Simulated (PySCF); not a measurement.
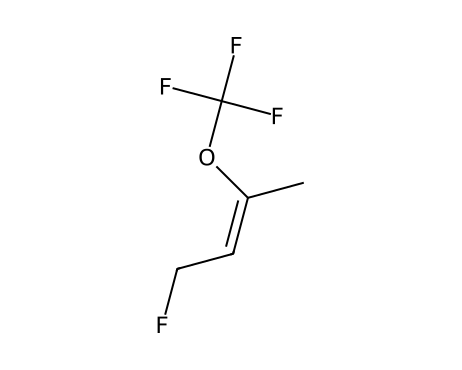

A structural formula.

**Give its SMILES.**

C/C(=C/CF)OC(F)(F)F

**Give the formula, hydrogens included.**

C5H6F4O.

**An optimisation with GFN2-xTB gave a structure of which point group?**

C1. Other conformers may differ.

More results for the same structure follow; atom numbers are the same in all pictures, views and colours differ. The geometry was computed by an optimisation with GFN2-xTB. No frequency run is at hand to confirm it as a minimum.

**Shape**

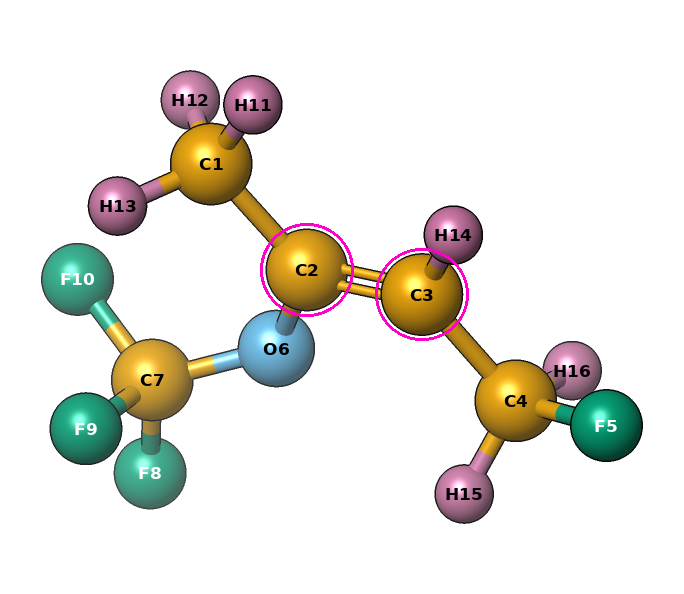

Atoms fade into the background with distance from the viewer. Circles mark the stereogenic atoms. No frequency run is at hand to confirm it as a minimum.

**Give the R/S and E/Z labels.**

C2=C3: Z.

**Charges**

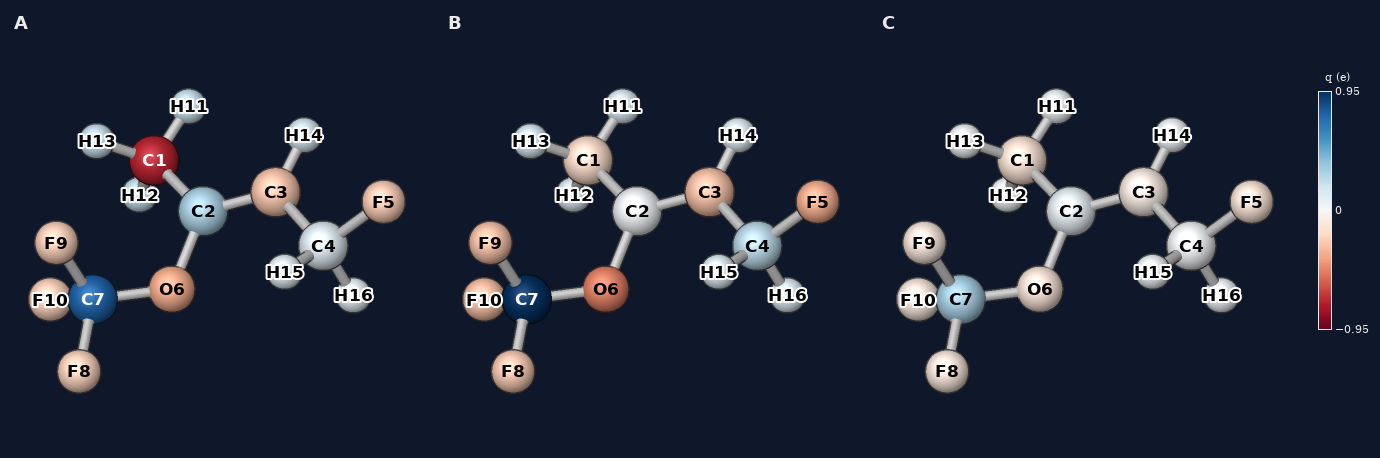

Atomic charges of one calculation by 3 schemes, on one colour scale. No frequency run is at hand to confirm it as a minimum. Computed with PBE0/pcSseg-1 (PySCF 2.14.0).

**The schemes are ESP-fitted, Hirshfeld, Mulliken. Which panel shows which?**

A ESP-fitted, B Mulliken, C Hirshfeld.

List the charges (e), one line for each set of equivalent atoms.

```json
{"atom": "C1", "ESP-fitted": "−0.72", "Mulliken": "−0.17", "Hirshfeld": "−0.13"}
{"atom": "C2", "ESP-fitted": "0.30", "Mulliken": "0.03", "Hirshfeld": "0.07"}
{"atom": "C3", "ESP-fitted": "−0.26", "Mulliken": "−0.27", "Hirshfeld": "−0.07"}
{"atom": "C4", "ESP-fitted": "0.11", "Mulliken": "0.25", "Hirshfeld": "0.02"}
{"atom": "F5", "ESP-fitted": "−0.23", "Mulliken": "−0.34", "Hirshfeld": "−0.12"}
{"atom": "O6", "ESP-fitted": "−0.35", "Mulliken": "−0.47", "Hirshfeld": "−0.11"}
{"atom": "C7", "ESP-fitted": "0.77", "Mulliken": "0.95", "Hirshfeld": "0.32"}
{"atom": "F8", "ESP-fitted": "−0.21", "Mulliken": "−0.24", "Hirshfeld": "−0.09"}
{"atom": "F9", "ESP-fitted": "−0.22", "Mulliken": "−0.27", "Hirshfeld": "−0.10"}
{"atom": "F10", "ESP-fitted": "−0.22", "Mulliken": "−0.27", "Hirshfeld": "−0.09"}
{"atom": "H11", "ESP-fitted": "0.21", "Mulliken": "0.14", "Hirshfeld": "0.06"}
{"atom": "H12", "ESP-fitted": "0.23", "Mulliken": "0.15", "Hirshfeld": "0.05"}
{"atom": "H13", "ESP-fitted": "0.22", "Mulliken": "0.15", "Hirshfeld": "0.04"}
{"atom": "H14", "ESP-fitted": "0.18", "Mulliken": "0.12", "Hirshfeld": "0.06"}
{"atom": "H15", "ESP-fitted": "0.09", "Mulliken": "0.12", "Hirshfeld": "0.05"}
{"atom": "H16", "ESP-fitted": "0.08", "Mulliken": "0.13", "Hirshfeld": "0.05"}
```

**Dipole moment**

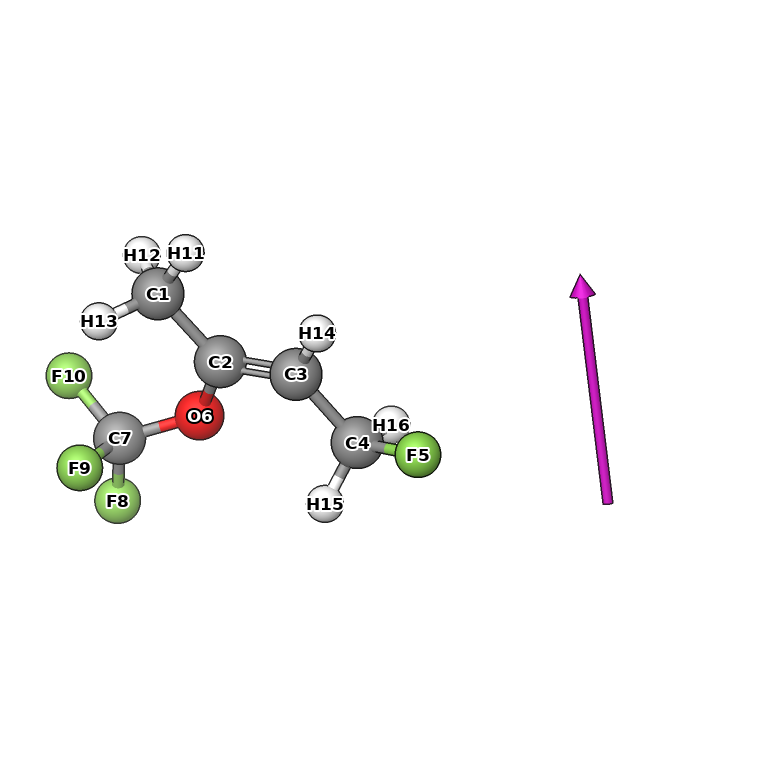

The arrow beside the molecule shows the direction of the dipole moment, from the negative to the positive end (its length means nothing). No frequency run is at hand to confirm it as a minimum. Properties computed with PBE0/pcSseg-1, gas phase (PySCF 2.14.0).

**How large is the dipole moment?**

1.98 D; it points from the side of F8, H15 to the side of H11 (the outermost atoms at the two ends).

**NMR shielding**

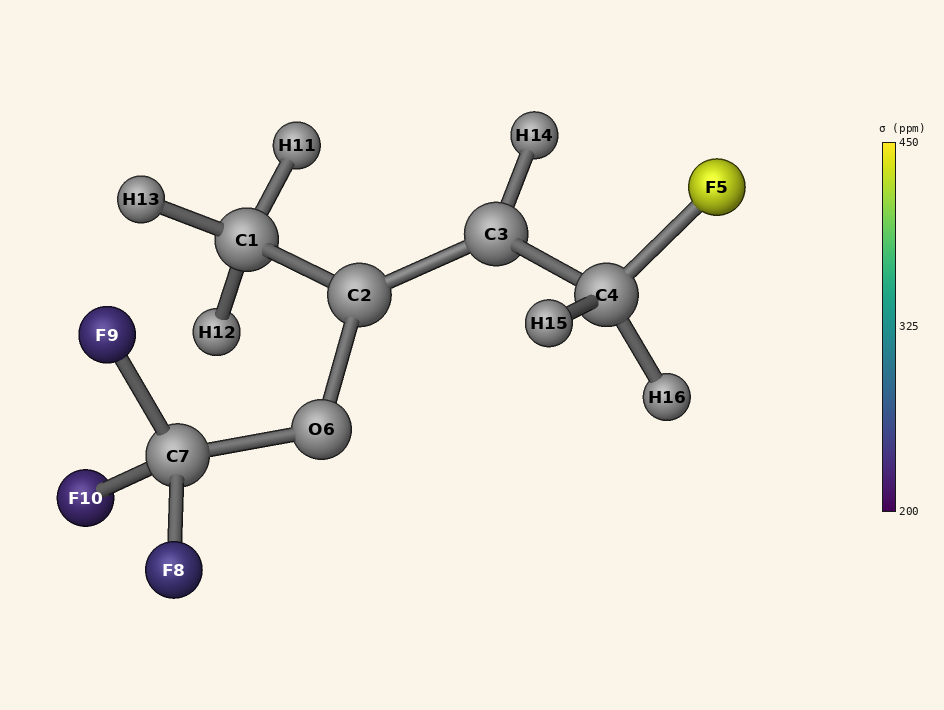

Atoms are coloured by their isotropic NMR shieldings (F only, the others grey). No frequency run is at hand to confirm it as a minimum. Method: GIAO PBE0/pcSseg-1 NMR shielding, non-relativistic, gas phase (PySCF 2.14.0).

**Which F atom is the most shielded (lowest chemical shift)?**

F5 (431.5 ppm).

**Which F atom is the least shielded (highest chemical shift)?**

F10 (233.0 ppm).

**How wide is the range of F shifts?**

198.5 ppm.

List the isotropic NMR shieldings of the F atoms.

| atom | σ (ppm) |
| --- | --- |
| F5 | 431.5 |
| F8 | 241.2 |
| F9 | 237.0 |
| F10 | 233.0 |

Mulliken values depend strongly on the basis set and can even reverse the polarity of a bond.
